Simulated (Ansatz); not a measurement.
# SiO (SMILES O=[Si]): revPBE/def2-TZVPPD

What is the vertical singlet–triplet gap of SiO at revPBE/def2-TZVPPD? 

The calculation is run with Ansatz 0.2.0.

32 further runs of the same task are left out: 32 set aside as unsound or not needed.

**1. The structure to begin with**

SiO has 2 atoms, charge 0, and is taken as a singlet. SMILES: `O=[Si]`. The shape is that of a PBE0-D4/def2-TZVP optimisation.

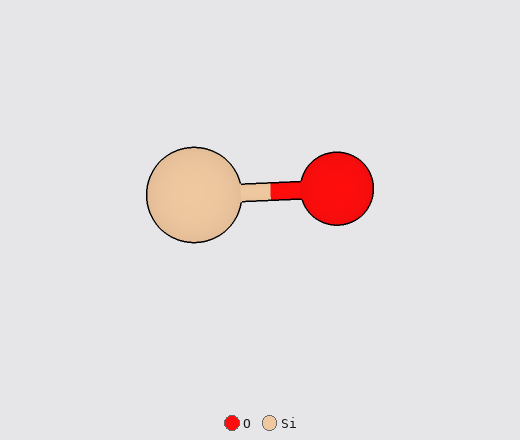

Viewed from a chosen angle; oxygen red, silicon light orange.

**2. The energy at revPBE/def2-TZVPPD**

Input file in.yaml:

```yaml
crystal:
  periodic: [false, false, false]
  atoms:
    - {symbol: O, position_ang: [-0.640700, 0.231500, -0.324000]}
    - {symbol: Si, position_ang: [0.640700, -0.231500, 0.324000]}
basis:
  gaussian:
    orbitals: def2-TZVPPD.json
hamiltonian:
  xc: {name: revPBE}
accuracy: high
output: {orbitals: {seedname: orbitals}}
```

The basis set def2-TZVPPD is read from a file made from the Basis Set Exchange's data (not shown).

Run with:

```console
$ ansatz run in.yaml --threads 1 --pin off --max-ram 3480MiB --events-out events.jsonl --progress --plain --runs-dir runs
```

What it wrote:

```text
Warning: RAYON_NUM_THREADS=1 ignored (pool sized by the plan → 1); use --threads N
Functional definition: revPBE
  name "revPBE"
  parameter kappa = 1.245
  parameter beta = 0.06672455060314922
  exchange = pbe_x(kappa = kappa, mu = beta*pi^2/3)
  correlation = pbe_c(beta = beta)
1168 factors; integrals over basis functions are off by at most 3.9e-9 eV
mean field evaluation 1: about -9912.7192 eV, gradient 7.7e1 eV
mean field evaluation 2: about -9723.8805 eV, gradient 2.0e2 eV
mean field evaluation 4: about -9923.4431 eV, gradient 8.4e0 eV
mean field evaluation 8: about -9923.6283 eV, gradient 6.5e-1 eV
mean field evaluation 16: about -9923.6267 eV, gradient 5.4e-5 eV
mean field -9923.62673054 eV, -364.6865558716 hartree, gradient 6.2e-9 eV, S^2 0.000000; 0 other end points of the search recorded, 0 dependent functions left out
reference -9923.62673405 eV, -364.6865560004 hartree; 11, 11 occupied and 77, 77 virtual orbitals, 1168 factors
Total energy: -9923.62673405 eV, -364.6865560004 hartree
```

Wall time 2.1 s (1 thread of Arm Neoverse V2, shared host); peak memory 0.14 GiB.

**3. The triplet**

Input file run.yaml:

```yaml
basis:
  gaussian: {orbitals: def2-TZVPPD.json}
crystal:
  periodic: [false, false, false]
  atoms:
    - {symbol: O, position_ang: [-0.640700, 0.231500, -0.324000]}
    - {symbol: Si, position_ang: [0.640700, -0.231500, 0.324000]}
magnetization: {spin_polarized: true, initial_magnetization: 2}
hamiltonian: {xc: {name: revPBE}}
accuracy: high
output: {orbitals: {seedname: orbitals}}
```

The basis set def2-TZVPPD is read from a file made from the Basis Set Exchange's data (not shown).

Run with:

```console
$ ansatz run run.yaml --threads 1 --pin off --max-ram 3480MiB --events-out events.jsonl --progress --plain --runs-dir runs
```

What it wrote, cut to the lines that bear on the results:

```text
Warning: RAYON_NUM_THREADS=1 ignored (pool sized by the plan → 1); use --threads N
[... 6 set-up lines as earlier in the session ...]
1168 factors; integrals over basis functions are off by at most 3.9e-9 eV
mean field evaluation 1: about -9908.7242 eV, gradient 5.4e1 eV
mean field evaluation 2: about -9708.9424 eV, gradient 1.4e2 eV
mean field evaluation 4: about -9918.4437 eV, gradient 1.6e1 eV
mean field evaluation 8: about -9919.7435 eV, gradient 2.8e-1 eV
mean field evaluation 16: about -9919.7410 eV, gradient 1.5e-4 eV
mean field evaluation 32: about -9918.5974 eV, gradient 9.6e-2 eV
mean field evaluation 64: about -9918.2895 eV, gradient 6.3e-1 eV
mean field -9919.74098805 eV, -364.5437574689 hartree, gradient 5.5e-8 eV, S^2 2.005495; 10 other end points of the search recorded, 0 dependent functions left out
reference -9919.74099177 eV, -364.5437576056 hartree; 12, 10 occupied and 76, 78 virtual orbitals, 1168 factors
Total energy: -9919.74099177 eV, -364.5437576056 hartree
```

It took 11 s on 1 thread of Arm Neoverse V2, shared host; peak memory 0.19 GiB.

**4. Results**

At revPBE/def2-TZVPPD:

| quantity | value |
| --- | --- |
| singlet: total energy | -364.68656 Eh |
| singlet: HOMO energy | -7.43 eV |
| singlet: LUMO energy | -2.82 eV |
| singlet: HOMO–LUMO gap | 4.61 eV |
| triplet: total energy | -364.54376 Eh |
| triplet: HOMO energy (highest over α and β) | -3.85 eV |
| triplet: ⟨S²⟩ | 2.005 |
| vertical energy of the triplet above the singlet | 3.886 eV |

What this shows: At this shape the triplet lies 3.89 eV (375 kJ/mol) above the singlet.
